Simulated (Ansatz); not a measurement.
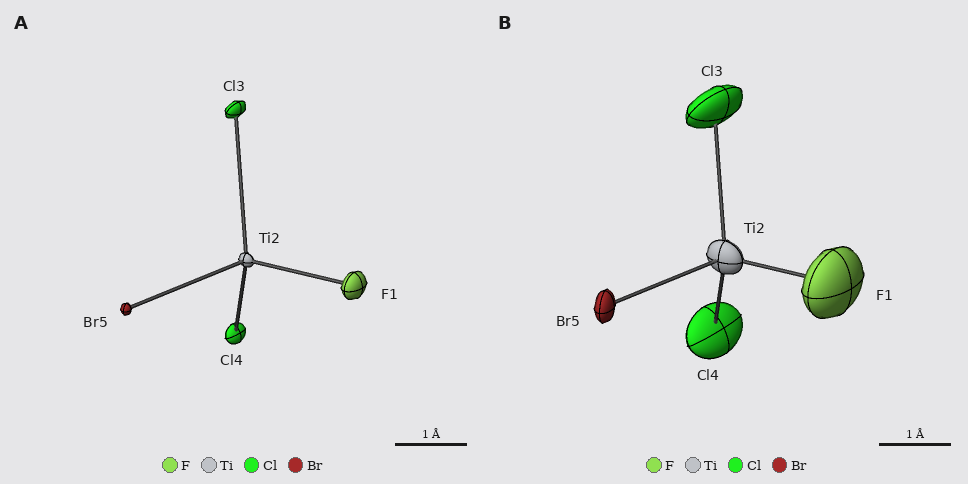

Displacement ellipsoids at the 50 % level, scaled by 2, from the internal vibrations of the free molecule (harmonic, no overall translation or rotation; no half-axis is drawn under 0.075 Å). Charge 0, singlet. Vibrations computed with RKS PBE0-D4/def2-TZVP (Ansatz 0.2.0). One panel is for 100 K, the other for 900 K.

Which panel is for 900 K?

B.

How much does the mean-square displacement of Br5 grow, and why?

U_eq goes from 0.00068 to 0.0048 Å², a factor of 7.0. Modes below kT (626 cm⁻¹ at 900 K) grow about in proportion to T, and the lowest lies at 101 cm⁻¹; the mean-square amplitude of a mode is its zero-point value times coth(ħω/2kT), which comes close to 1 only above about 3kT.
